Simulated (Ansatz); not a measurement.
**ZnO5: density, localisation and related maps**

The calculation's input:

```
crystal:
  lattice:
    - [3.3322529608, 0.0, 0.0]
    - [-1.6661264804, 2.8858157159, 0.0]
    - [0.0, 0.0, 12.5615552003]
  atoms:
    - { symbol: Zn, position: [0.0, 0.0, 0.0140550316] }
    - { symbol: O, position: [0.6666666667, 0.3333333333, 0.2850746015], spin: -0.61 }
    - { symbol: O, position: [0.6666666667, 0.3333333333, 0.3830714856], spin: -0.61 }
    - { symbol: O, position: [0.0, 0.0, 0.6179717185], spin: 0.61 }
    - { symbol: O, position: [0.0, 0.0, 0.7159368627], spin: 0.61 }
    - { symbol: O, position: [0.3333333333, 0.6666666667, 0.0138903001] }
basis:
  ecutwfc: 420
kpoints:
  mp_grid: { grid: [12, 12, 4] }
hamiltonian:
  xc: pbe
scf:
  occupations: { method: gaussian, width: 0.01 }
output:
  forces: true
  stress: true
  eigenvalues: true
  populations: true
  write_density: true
  write_potential: true
  elf: true
  volumetric_format: npy
magnetization:
  spin_polarized: true
relax:
  adjacent_minimum: "off"
  f_tol: 0.01
  max_steps: 30
  cell: { stress_tol: 0.1, fix: [volume] }
```

Run with:

```sh
ansatz run input.yaml --threads 1 --pin off --max-ram 2560MiB --backend cpu --events-out ev --progress --plain --runs-dir out
```

Below, planes, directions and counts refer to the conventional cell (a = 3.30 Å, b = 3.30 Å, c = 12.80 Å, α = 90.00°, β = 90.00°, γ = 120.00°).

The fields are those of the run's last geometry, not of the input's.

Space group P3m1; a generated structure, not necessarily the stable one; changed on purpose from its base cell (volume × 1.03, shape and atoms relaxed); spin-polarised.

All numbers below come from DFT PBE, scalar-relativistic, plane waves, PAW in Ansatz.

In a PAW calculation such maps are meaningful between the atoms, not at the nuclei.

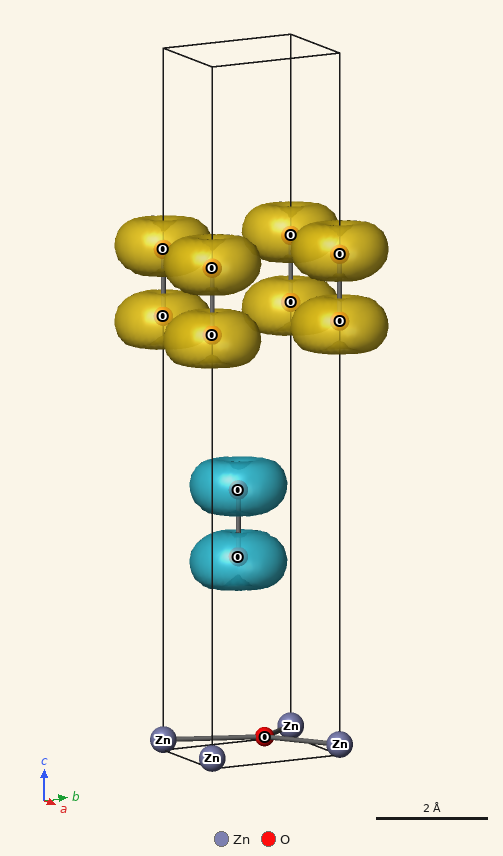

Figure 1. Isosurfaces of the spin density (up minus down) at +0.1 (yellow) and −0.1 e/Å³ (cyan), seen slightly off an axis. Sticks mark near contacts.

Q: Describe the spin distribution.

A: The spin density sits on O: +0.6 μB (×2) and −0.6 μB (×2) in one cell of 6 atoms: ferrimagnetic (opposed moments on unlike sites) in this solution. The cell of the calculation (6 atoms) carries 0.0 μB of net spin moment.

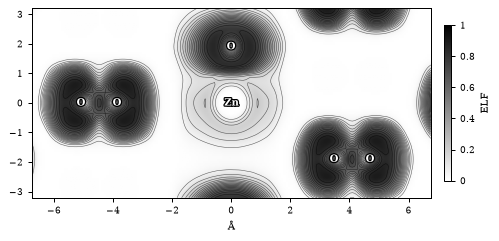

Figure 2. Electron localisation function on the (110) plane of the conventional cell.

Q: Describe what can be read from this map.

A:
- Atoms in the plane: Zn and O.
- O–O (1.22 Å): the ELF peaks at about 0.80 between the atoms (inside overlapping PAW spheres, so only a guide); a covalent bond.
- Zn–O (1.91 Å): the ELF peaks at about 0.85 in the valence shell of O, 0.6 Å from its nucleus, and is about 0.30 at the midpoint: no shared electron pair shows on this line.
- The ELF also peaks beside O, away from the bonds: non-bonding electrons, paired or unpaired.
